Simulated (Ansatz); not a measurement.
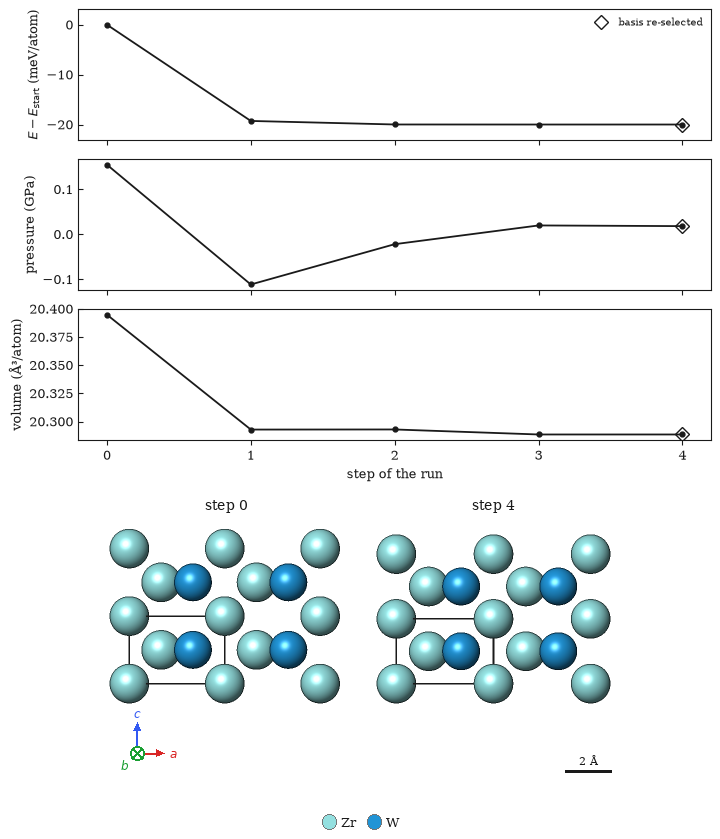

First and last geometry of a relaxation of solid Zr$_{2}$W (a generated structure, set up in P-6m2), with the history of the run. The picture is a spheres-only view of the cell of the calculation, repeated 2 × 1 × 2 with one cell outlined, seen along the b axis.

These are results of DFT PBE, scalar-relativistic, plane waves, PAW in Ansatz 0.2.0, not measurements. Set-up: plane-wave cutoff 420 eV; k-point mesh 12 × 12 × 16; occupations gaussian; smearing width 0.1 eV; no spin polarisation; cell and atoms relaxed; force threshold 0.01 eV/Å; at most 80 steps.

**What do the curves and the structures tell?**

It converged. After 3 accepted moves (4 points after the start) the energy has fallen by 20.0 meV per atom. All forces vanish by symmetry, so only the cell relaxes. Pressure: 0.15 GPa at the start and 0.02 GPa at the end. At 1 point the geometry stayed and the basis and grid were re-selected for the new cell (energy shift of less than 0.05 meV per atom at most each time). The atoms keep their places relative to the cell (all moves are under 0.005 Å). The drawn cell changes as follows: a = b 4.866 → 4.957 Å (+1.8 %), c 2.983 → 2.861 Å (−4.1 %); the volume changes by −0.5 %. Near-neighbour distances that change, for instance: Zr–Zr 2.983 → 2.861 Å, W–W 2.983 → 2.861 Å, W–Zr 2.810 → 2.862 Å, Zr–Zr 3.181 → 3.199 Å. The space group stays P-6m2 (No. 187). The run took 2.3 min on 1 thread of Arm Neoverse V1 (shared host), peak memory 0.53 GiB.
